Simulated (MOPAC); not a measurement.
Geometry relaxation of InAsH6 (charge +1) (part 3 of 3)

The same run, continued: InAsH6, charge +1, multiplicity 2; PM6-D3H4, unrestricted, dispersion D3H4 (MOPAC 23.2.5). The starting geometry was optimised with PM6-D3H4.

Geometry of the input (Å):
```
As -0.6540  0.3436  -1.0220
In 0.9046  -0.4567  1.4101
H  -1.6784  1.4530  -0.9199
H  -1.5224  -0.6831  -1.7163
H  0.0875  0.8516  -2.2397
H  0.0559  0.7685  2.4820
H  2.5143  -0.0286  0.6380
H  0.2970  -2.1880  1.3478
```

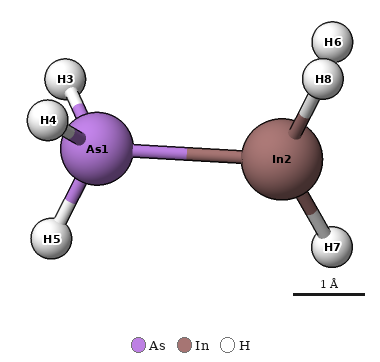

*The geometry at step 39 of the log (ball-and-stick view, seen at a tilt; atoms are numbered from 1 in the order of the input).*

Trajectory as extended XYZ, continued
```
8
Properties=species:S:1:pos:R:3:forces:R:3 step=29 energy=11.55048
As   -0.5997    0.3150   -0.9248   -0.0184   0.0008   0.0003
In    0.8656   -0.5286    1.1198    0.0001   0.0077   0.0023
H    -1.5407    1.4189   -0.5650    0.0028   0.0014   0.0052
H    -1.4743   -0.7365   -1.5269    0.0143   0.0054  -0.0074
H     0.1923    0.8590   -2.0689   -0.0028  -0.0129  -0.0018
H     0.0341    1.1570    2.7835    0.0010  -0.0070   0.0022
H     2.4175    0.4637    1.2749    0.0073   0.0026  -0.0008
H     0.0737   -1.9749    1.9542   -0.0042   0.0019   0.0000
8
Properties=species:S:1:pos:R:3:forces:R:3 step=30 energy=11.55040
As   -0.5989    0.3150   -0.9265   -0.0262  -0.0034   0.0052
In    0.8658   -0.5269    1.1199   -0.0008   0.0076  -0.0001
H    -1.5406    1.4184   -0.5670    0.0028   0.0016   0.0065
H    -1.4751   -0.7400   -1.5208    0.0162   0.0098  -0.0109
H     0.1865    0.8567   -2.0760    0.0027  -0.0152   0.0004
H     0.0361    1.1435    2.7991    0.0012  -0.0072   0.0011
H     2.4204    0.4610    1.2755    0.0058   0.0026  -0.0016
H     0.0670   -1.9698    1.9542   -0.0017   0.0043  -0.0004
8
Properties=species:S:1:pos:R:3:forces:R:3 step=31 energy=11.55028
As   -0.5987    0.3141   -0.9281   -0.0199  -0.0003   0.0100
In    0.8662   -0.5250    1.1204   -0.0050   0.0020  -0.0066
H    -1.5381    1.4183   -0.5648   -0.0011  -0.0007   0.0006
H    -1.4759   -0.7403   -1.5211    0.0062   0.0043  -0.0048
H     0.1809    0.8543   -2.0820    0.0130  -0.0079   0.0018
H     0.0386    1.1299    2.8121    0.0009  -0.0064   0.0012
H     2.4234    0.4592    1.2755    0.0028   0.0015  -0.0023
H     0.0585   -1.9638    1.9537    0.0031   0.0075   0.0001
8
Properties=species:S:1:pos:R:3:forces:R:3 step=32 energy=11.55023
As   -0.5988    0.3141   -0.9280   -0.0153  -0.0017   0.0068
In    0.8662   -0.5247    1.1204   -0.0042   0.0034  -0.0075
H    -1.5377    1.4187   -0.5648   -0.0025  -0.0014  -0.0020
H    -1.4748   -0.7406   -1.5218    0.0001   0.0026  -0.0017
H     0.1808    0.8526   -2.0826    0.0149  -0.0034   0.0028
H     0.0390    1.1266    2.8143    0.0007  -0.0060   0.0015
H     2.4236    0.4593    1.2743    0.0036   0.0013  -0.0018
H     0.0570   -1.9623    1.9540    0.0026   0.0051   0.0019
8
Properties=species:S:1:pos:R:3:forces:R:3 step=33 energy=11.55016
As   -0.5990    0.3146   -0.9276   -0.0013  -0.0084  -0.0073
In    0.8661   -0.5237    1.1200   -0.0022   0.0078  -0.0039
H    -1.5377    1.4205   -0.5690   -0.0067  -0.0030  -0.0047
H    -1.4702   -0.7435   -1.5213   -0.0190  -0.0017   0.0029
H     0.1814    0.8458   -2.0850    0.0196   0.0094   0.0067
H     0.0399    1.1132    2.8240    0.0003  -0.0047   0.0025
H     2.4246    0.4593    1.2694    0.0061  -0.0001  -0.0004
H     0.0528   -1.9569    1.9566    0.0031   0.0007   0.0041
8
Properties=species:S:1:pos:R:3:forces:R:3 step=34 energy=11.55013
As   -0.5991    0.3146   -0.9275   -0.0048  -0.0076  -0.0051
In    0.8661   -0.5239    1.1199   -0.0016   0.0075  -0.0024
H    -1.5382    1.4205   -0.5697   -0.0055  -0.0027  -0.0031
H    -1.4706   -0.7431   -1.5215   -0.0150  -0.0008   0.0013
H     0.1827    0.8467   -2.0835    0.0186   0.0071   0.0042
H     0.0395    1.1157    2.8221    0.0004  -0.0050   0.0024
H     2.4245    0.4591    1.2696    0.0052  -0.0001  -0.0007
H     0.0545   -1.9581    1.9567    0.0027   0.0015   0.0035
8
Properties=species:S:1:pos:R:3:forces:R:3 step=35 energy=11.55001
As   -0.6000    0.3148   -0.9268   -0.0135  -0.0060  -0.0035
In    0.8657   -0.5238    1.1193   -0.0002   0.0018   0.0103
H    -1.5411    1.4216   -0.5773   -0.0001  -0.0015   0.0070
H    -1.4708   -0.7432   -1.5221   -0.0017   0.0028  -0.0047
H     0.1902    0.8467   -2.0770    0.0113  -0.0001  -0.0068
H     0.0389    1.1162    2.8228    0.0008  -0.0056   0.0016
H     2.4262    0.4564    1.2672    0.0007   0.0003  -0.0020
H     0.0602   -1.9596    1.9600    0.0026   0.0083  -0.0020
8
Properties=species:S:1:pos:R:3:forces:R:3 step=36 energy=11.54991
As   -0.5999    0.3144   -0.9276   -0.0131  -0.0056  -0.0027
In    0.8658   -0.5225    1.1193   -0.0011   0.0000   0.0099
H    -1.5409    1.4216   -0.5789    0.0006  -0.0014   0.0069
H    -1.4714   -0.7441   -1.5211   -0.0008   0.0030  -0.0049
H     0.1897    0.8448   -2.0789    0.0106   0.0002  -0.0063
H     0.0404    1.1054    2.8330    0.0007  -0.0051   0.0016
H     2.4285    0.4546    1.2655   -0.0013  -0.0007  -0.0027
H     0.0560   -1.9551    1.9615    0.0045   0.0094  -0.0017
8
Properties=species:S:1:pos:R:3:forces:R:3 step=37 energy=11.54950
As   -0.6004    0.3104   -0.9346    0.0022   0.0010  -0.0030
In    0.8662   -0.5098    1.1189   -0.0119  -0.0200   0.0158
H    -1.5393    1.4223   -0.5948    0.0088   0.0013  -0.0025
H    -1.4756   -0.7508   -1.5181    0.0043   0.0022  -0.0034
H     0.1936    0.8256   -2.0906   -0.0077   0.0042  -0.0011
H     0.0545    1.0015    2.9267    0.0003  -0.0011   0.0013
H     2.4494    0.4384    1.2430   -0.0199  -0.0085  -0.0049
H     0.0189   -1.9106    1.9798    0.0240   0.0210  -0.0023
8
Properties=species:S:1:pos:R:3:forces:R:3 step=38 energy=11.54945
As   -0.6005    0.3112   -0.9331    0.0021   0.0010  -0.0040
In    0.8661   -0.5122    1.1190   -0.0111  -0.0068   0.0050
H    -1.5399    1.4227   -0.5932    0.0076  -0.0001  -0.0003
H    -1.4740   -0.7493   -1.5199    0.0010   0.0008  -0.0026
H     0.1944    0.8287   -2.0872   -0.0044   0.0042  -0.0033
H     0.0517    1.0201    2.9088   -0.0001  -0.0014   0.0021
H     2.4451    0.4413    1.2456   -0.0064  -0.0014  -0.0035
H     0.0270   -1.9181    1.9774    0.0112   0.0038   0.0065
8
Properties=species:S:1:pos:R:3:forces:R:3 step=39 energy=11.54942
As   -0.6006    0.3113   -0.9331    0.0042  -0.0009  -0.0050
In    0.8661   -0.5121    1.1191   -0.0132  -0.0046   0.0025
H    -1.5400    1.4231   -0.5945    0.0065   0.0001   0.0004
H    -1.4736   -0.7495   -1.5203    0.0008   0.0013  -0.0028
H     0.1951    0.8283   -2.0870   -0.0045   0.0040  -0.0022
H     0.0519    1.0172    2.9107   -0.0002  -0.0011   0.0024
H     2.4451    0.4414    1.2436   -0.0031  -0.0003  -0.0032
H     0.0270   -1.9168    1.9792    0.0096   0.0014   0.0079
8
Properties=species:S:1:pos:R:3:forces:R:3 step=40 energy=11.54950
As   -0.6023    0.3119   -0.9348    0.0380  -0.0202  -0.0236
In    0.8651   -0.5101    1.1201   -0.0277   0.0223  -0.0218
H    -1.5414    1.4282   -0.6140   -0.0049   0.0019   0.0142
H    -1.4677   -0.7501   -1.5316   -0.0035   0.0079   0.0036
H     0.2088    0.8240   -2.0816   -0.0150  -0.0017   0.0055
H     0.0551    0.9693    2.9422   -0.0017   0.0036   0.0064
H     2.4466    0.4412    1.2079    0.0201   0.0050   0.0049
H     0.0294   -1.8956    2.0121   -0.0054  -0.0189   0.0109
8
Properties=species:S:1:pos:R:3:forces:R:3 step=41 energy=11.54922
As   -0.6009    0.3112   -0.9350    0.0171  -0.0109  -0.0082
In    0.8653   -0.5103    1.1196   -0.0200   0.0086  -0.0139
H    -1.5397    1.4247   -0.6022   -0.0004   0.0021   0.0041
H    -1.4715   -0.7501   -1.5251   -0.0010   0.0043  -0.0003
H     0.1994    0.8264   -2.0871   -0.0061   0.0013   0.0025
H     0.0546    0.9875    2.9341   -0.0006   0.0005   0.0032
H     2.4470    0.4396    1.2249    0.0112   0.0050   0.0011
H     0.0266   -1.9035    1.9973   -0.0002  -0.0108   0.0114
8
Properties=species:S:1:pos:R:3:forces:R:3 step=42 energy=11.54914
As   -0.6004    0.3105   -0.9366    0.0120  -0.0058  -0.0052
In    0.8648   -0.5085    1.1195   -0.0159   0.0035  -0.0097
H    -1.5386    1.4241   -0.6020    0.0015  -0.0001   0.0025
H    -1.4724   -0.7507   -1.5246   -0.0009   0.0031  -0.0007
H     0.1978    0.8256   -2.0901   -0.0054   0.0008   0.0030
H     0.0567    0.9731    2.9502    0.0000   0.0001   0.0016
H     2.4498    0.4367    1.2211    0.0067   0.0035   0.0011
H     0.0235   -1.8969    2.0029    0.0019  -0.0051   0.0073
8
Properties=species:S:1:pos:R:3:forces:R:3 step=43 energy=11.54919
As   -0.5974    0.3078   -0.9415   -0.0221   0.0078   0.0122
In    0.8622   -0.5050    1.1188    0.0107  -0.0125   0.0117
H    -1.5327    1.4199   -0.5915    0.0009  -0.0012  -0.0067
H    -1.4767   -0.7483   -1.5273    0.0042  -0.0018  -0.0012
H     0.1906    0.8311   -2.0974    0.0085  -0.0026   0.0004
H     0.0615    0.9442    2.9879    0.0022  -0.0026  -0.0044
H     2.4539    0.4315    1.2099   -0.0113  -0.0041   0.0006
H     0.0225   -1.8811    2.0253    0.0069   0.0171  -0.0127
8
Properties=species:S:1:pos:R:3:forces:R:3 step=44 energy=11.54905
As   -0.5993    0.3094   -0.9385    0.0002  -0.0008   0.0005
In    0.8635   -0.5071    1.1191   -0.0025   0.0012  -0.0023
H    -1.5362    1.4227   -0.5986    0.0001  -0.0001   0.0004
H    -1.4737   -0.7493   -1.5273    0.0001   0.0003  -0.0003
H     0.1965    0.8280   -2.0916    0.0000  -0.0002   0.0004
H     0.0586    0.9603    2.9660    0.0008  -0.0010  -0.0007
H     2.4512    0.4346    1.2145    0.0007   0.0007   0.0009
H     0.0248   -1.8897    2.0146    0.0005  -0.0003   0.0009
8
Properties=species:S:1:pos:R:3:forces:R:3 step=45 energy=11.54904
As   -0.5993    0.3092   -0.9387   -0.0006  -0.0001   0.0003
In    0.8634   -0.5069    1.1190   -0.0024   0.0005  -0.0006
H    -1.5360    1.4227   -0.5985    0.0003  -0.0003   0.0000
H    -1.4737   -0.7491   -1.5277    0.0002   0.0001  -0.0002
H     0.1968    0.8279   -2.0916    0.0003  -0.0001   0.0004
H     0.0589    0.9579    2.9682    0.0009  -0.0009  -0.0007
H     2.4514    0.4344    1.2136    0.0006   0.0006   0.0009
H     0.0245   -1.8883    2.0161    0.0008   0.0003   0.0001
8
Properties=species:S:1:pos:R:3:forces:R:3 step=46 energy=11.54904
As   -0.5993    0.3091   -0.9387   -0.0006   0.0002  -0.0005
In    0.8633   -0.5067    1.1189   -0.0015   0.0007   0.0007
H    -1.5358    1.4228   -0.5987    0.0001  -0.0002  -0.0001
H    -1.4737   -0.7490   -1.5283    0.0002  -0.0001   0.0000
H     0.1974    0.8278   -2.0912    0.0001   0.0000   0.0002
H     0.0592    0.9561    2.9695    0.0008  -0.0008  -0.0007
H     2.4516    0.4343    1.2129    0.0002   0.0002   0.0007
H     0.0245   -1.8873    2.0175    0.0006  -0.0002  -0.0002
8
Properties=species:S:1:pos:R:3:forces:R:3 step=47 energy=11.54904
As   -0.5994    0.3091   -0.9387    0.0002   0.0006  -0.0008
In    0.8633   -0.5068    1.1189   -0.0011   0.0008   0.0008
H    -1.5358    1.4228   -0.5987    0.0000  -0.0003   0.0001
H    -1.4737   -0.7489   -1.5285    0.0001  -0.0003   0.0003
H     0.1976    0.8279   -2.0909   -0.0003   0.0000  -0.0002
H     0.0591    0.9566    2.9688    0.0008  -0.0007  -0.0005
H     2.4515    0.4344    1.2130    0.0001   0.0001   0.0005
H     0.0248   -1.8875    2.0174    0.0003  -0.0003  -0.0001
8
Properties=species:S:1:pos:R:3:forces:R:3 step=48 energy=11.54904
As   -0.5994    0.3091   -0.9386    0.0001   0.0004  -0.0006
In    0.8634   -0.5068    1.1189   -0.0009   0.0009   0.0004
H    -1.5359    1.4228   -0.5987    0.0000  -0.0002   0.0001
H    -1.4737   -0.7490   -1.5283    0.0002  -0.0003   0.0002
H     0.1975    0.8278   -2.0910   -0.0002   0.0001  -0.0002
H     0.0592    0.9569    2.9685    0.0008  -0.0006  -0.0005
H     2.4516    0.4343    1.2134   -0.0002   0.0001   0.0004
H     0.0247   -1.8877    2.0170    0.0003  -0.0004   0.0003
```

Results in brief

```tsv
quantity	value
outcome	converged
total energy	−9.211896 hartree
dispersion energy	−0.000848 hartree
heat of formation	266.33 kcal/mol
basis functions	19
largest force	0.001 eV/Å
⟨S²⟩	0.752
peak memory	0.073 GiB
```

MOPAC's energies along a path are heats of formation.
